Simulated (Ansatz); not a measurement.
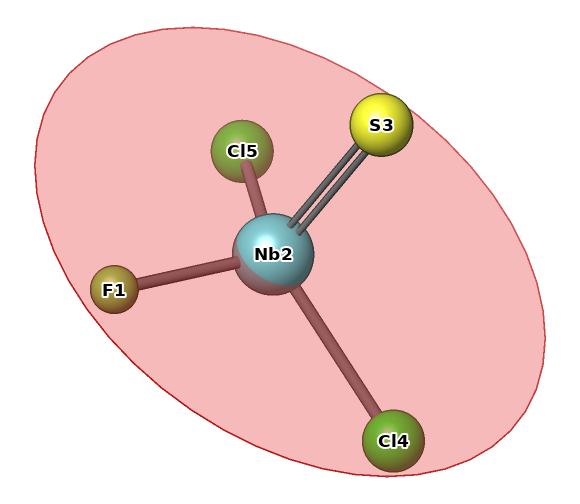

A disc through the centre of mass is drawn in. Distant atoms are faded towards the background colour. Charge 0, singlet. The geometry was computed by an optimisation with PBE-D4/def2-SVP. No frequency run is at hand to confirm it as a minimum.

Is the plane of the disc a mirror plane of the structure?

No. The point group is Cs, with 1 mirror plane, and this plane isn't one of its mirror planes.
